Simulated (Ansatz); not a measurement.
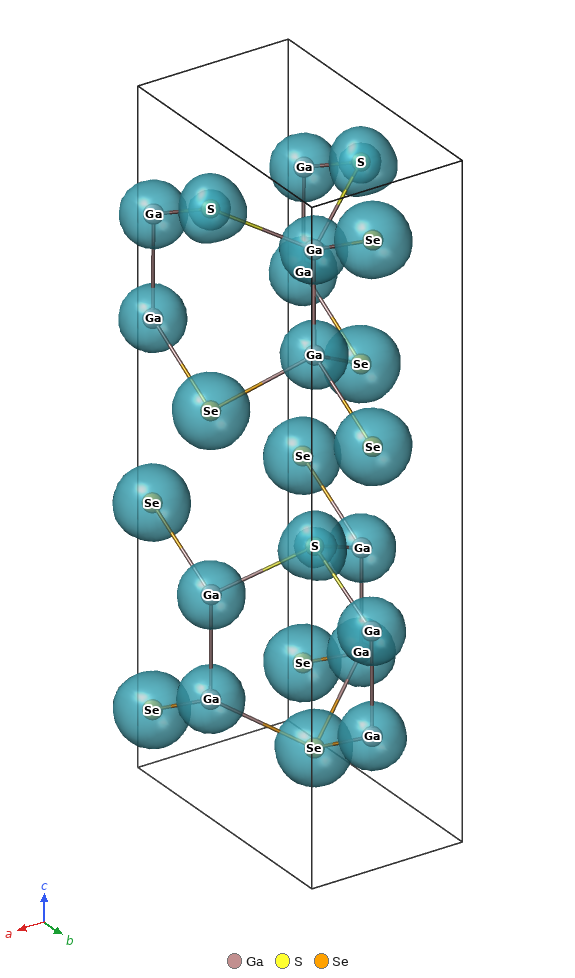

Figure 1: Ga₄Se₃S. Isosurface of the valence pseudo-density at 1 e/Å³ (cyan), seen at an oblique angle. Sticks mark near contacts.

Space group Pmn2₁; a generated structure, not necessarily the stable one.

These are results of DFT PBE+D3(BJ), scalar-relativistic, plane waves, PAW in Ansatz 0.2.0, not measurements.

Core electrons are frozen (PAW), and the valence fields are smoothed inside the atomic spheres.

Question: How is the density connected at this value?

Answer: At this value the density breaks into separate islands; it holds about 70 % of the electrons treated as valence (semicore included). It bridges none of the near contacts. It is pinched off along the sampled Ga–S (2.36 Å), Ga–Ga (2.44 Å) and Ga–Se (2.46 Å) contacts. On the grid the lowest density along these lines, outside the cores, is 0.49 e/Å³ (Ga–S, 2.36 Å), 0.45 e/Å³ (Ga–Ga, 2.44 Å) and 0.46 e/Å³ (Ga–Se, 2.46 Å).
